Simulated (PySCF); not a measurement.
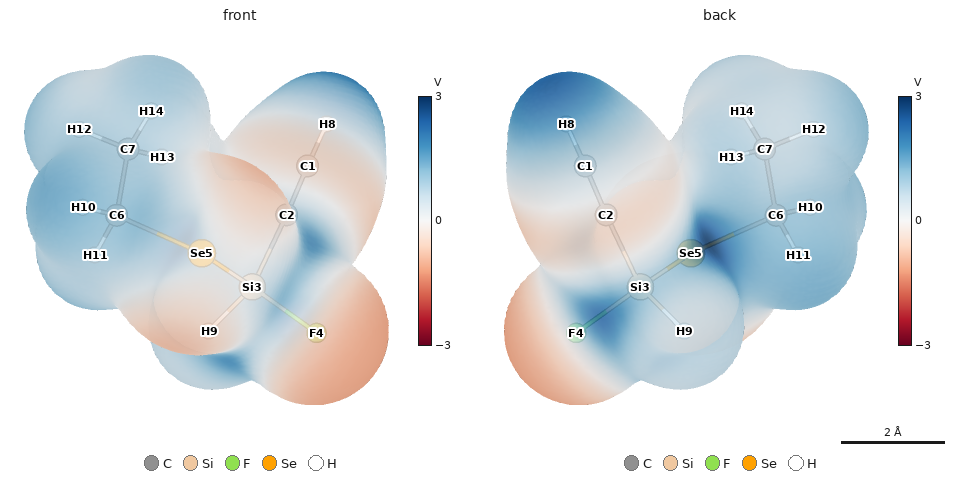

C4H7FSeSi. The electrostatic potential painted on the density surface at 0.004 e/bohr³, seen from the front and from behind; the colour scale runs from red (negative) to blue (positive).

Geometry: GFN2-xTB.

Computed with PySCF 2.14.0, CAM-B3LYP/def2-SVPD, SCF density, gas phase.

```xyz
14

C     2.4405    1.4764   -0.3568
C     2.0697    0.4231    0.0889
Si    1.4217   -1.1528    0.8075
F     2.5445   -1.7081    1.8103
Se   -0.4341   -0.8614    2.0811
C    -1.7260   -0.5516    0.6108
C    -1.5368    0.7863   -0.0740
H     2.7867    2.3892   -0.7498
H     1.2468   -2.1741   -0.2145
H    -2.7074   -0.6126    1.0830
H    -1.6217   -1.3810   -0.0901
H    -2.3067    0.9216   -0.8319
H    -0.5615    0.8475   -0.5535
H    -1.6165    1.5972    0.6469
```

> Describe the electrostatic potential map.

The most negative region (about −1.1 V) lies over F4, the most positive (about +2.6 V) over Si3.

> How polar is the molecule by this calculation?

Its dipole moment is 3.33 D.
